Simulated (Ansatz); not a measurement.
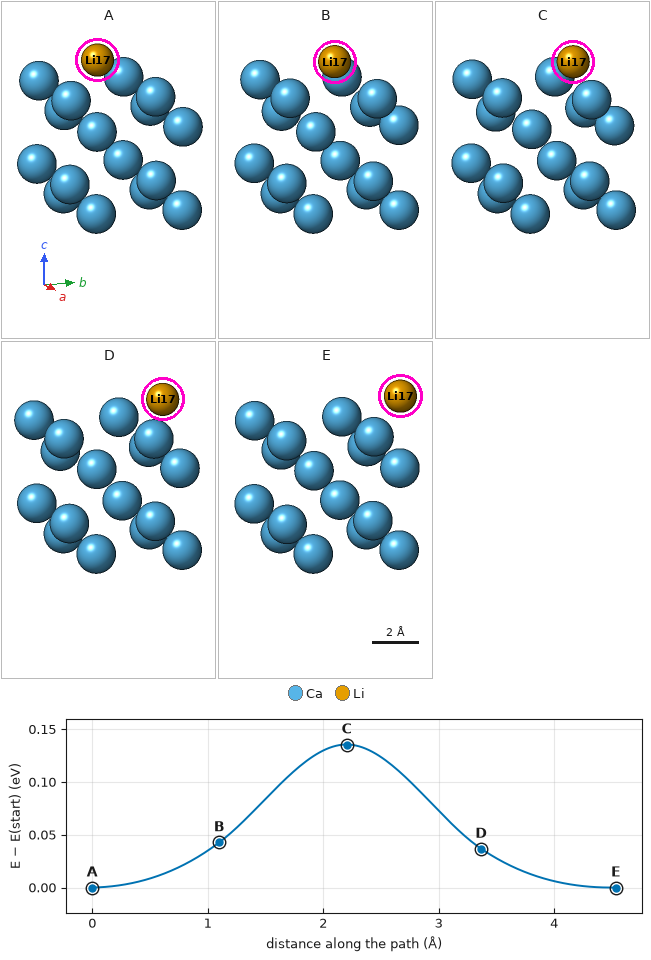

NEB run on Li on Ca(110) (17 atoms in the cell). Images are numbered from 0 (start) to 4 (end). Frames A to E are images 0, 1, 2, 3, 4. The picture is a spheres-only view of the simulation cell, with the vacuum cut short (origin moved), seen slightly off an axis. The moving atom is ringed, with any periodic copies.

Theory: DFT PBE-D3(BJ), scalar-relativistic, plane waves, PAW (Ansatz).

Input
```yaml
crystal:
  lattice:
    - [11.16, 0.0, 0.0]
    - [0.0, 7.891312, 0.0]
    - [0.0, 0.0, 16.918484]
  atoms:
    - { symbol: Ca, position: [0.25, 0.25, 0.059107] }
    - { symbol: Ca, position: [0.75, 0.25, 0.059107] }
    - { symbol: Ca, position: [0.25, 0.75, 0.059107] }
    - { symbol: Ca, position: [0.75, 0.75, 0.059107] }
    - { symbol: Ca, position: [0.00116402, 0.0009814, 0.16986938] }
    - { symbol: Ca, position: [0.49868242, 0.00104227, 0.1699432] }
    - { symbol: Ca, position: [0.001223, 0.50257305, 0.17008066] }
    - { symbol: Ca, position: [0.49867852, 0.50257751, 0.1701849] }
    - { symbol: Ca, position: [0.24996186, 0.25479457, 0.28004221] }
    - { symbol: Ca, position: [0.74997965, 0.2545041, 0.2769526] }
    - { symbol: Ca, position: [0.25008078, 0.75485359, 0.28132778] }
    - { symbol: Ca, position: [0.74995363, 0.75474071, 0.28028702] }
    - { symbol: Ca, position: [-0.0062499, 0.01037217, 0.39170684] }
    - { symbol: Ca, position: [0.50608653, 0.01016609, 0.39190473] }
    - { symbol: Ca, position: [-0.0064293, 0.50222728, 0.39178895] }
    - { symbol: Ca, position: [0.50664261, 0.50220956, 0.39201716] }
    - { symbol: Li, position: [0.7501608, 0.25737849, 0.4680277] }
basis:
  ecutwfc: 420.0
kpoints:
  mp_grid: { grid: [2, 2, 1] }
hamiltonian:
  xc: pbe
  dispersion: d3bj
scf:
  occupations: { method: gaussian, width: 0.15 }
  lower_state_search: "off"
neb:
  images: 3
  f_tol: 0.05
  initial_path: idpp
  max_iterations: 80
  constraints: [{ sites: [0, 1, 2, 3] }]
  final_atoms:
    - { symbol: Ca, position: [0.25, 0.25, 0.059107] }
    - { symbol: Ca, position: [0.75, 0.25, 0.059107] }
    - { symbol: Ca, position: [0.25, 0.75, 0.059107] }
    - { symbol: Ca, position: [0.75, 0.75, 0.059107] }
    - { symbol: Ca, position: [0.001223, 0.00257303, 0.17008066] }
    - { symbol: Ca, position: [0.49867852, 0.00257749, 0.1701849] }
    - { symbol: Ca, position: [0.00116402, 0.50098138, 0.16986938] }
    - { symbol: Ca, position: [0.49868242, 0.50104225, 0.1699432] }
    - { symbol: Ca, position: [0.25008078, 0.25485357, 0.28132778] }
    - { symbol: Ca, position: [0.74995363, 0.25474069, 0.28028702] }
    - { symbol: Ca, position: [0.24996186, 0.75479455, 0.28004221] }
    - { symbol: Ca, position: [0.74997965, 0.75450408, 0.2769526] }
    - { symbol: Ca, position: [-0.0064293, 0.00222726, 0.39178895] }
    - { symbol: Ca, position: [0.50664261, 0.00220954, 0.39201716] }
    - { symbol: Ca, position: [-0.0062499, 0.51037215, 0.39170684] }
    - { symbol: Ca, position: [0.50608653, 0.51016607, 0.39190473] }
    - { symbol: Li, position: [0.7501608, 0.75737847, 0.4680277] }
  order_check: true
```

Launched with:
```bash
ansatz run input.yaml --threads 4 --pin off --max-ram 10240MiB --backend cpu --events-out ev --progress --plain --runs-dir out
```

Question: Read off the barrier and say what moves.

Answer: The barrier is about 0.136 eV in both directions, with image 2 at the top; the ends have the same energy. The adsorbate starts on a bridge site and hops by a lattice vector of the surface; other mechanisms, such as exchange with a surface atom, weren't searched. The Li atom travels furthest, 3.95 Å from end to end, on a path that bends up to 0.16 Å away from the straight line. At the highest image its nearest neighbour (Ca) is 3.34 Å away, against 3.23 Å at the start, and the surrounding atoms stand up to 0.41 Å off the mean of their end positions. The band converged in 8 iterations. The largest component of the band force went from 0.31 to 0.012 eV/Å. The climbing image converged on the top of the path. A check of its curvatures found one unstable direction (−0.22 eV/Å²), as a transition state must have.

Limits of the set-up: the k-point mesh is coarse for a cell with partly filled bands; the periodic images lie only 7.9 Å apart, so the values are limited by the cell's size.

Cost: 8.2 min on 4 threads of Arm Neoverse V1, with other jobs on the host, peak memory 4.4 GiB.
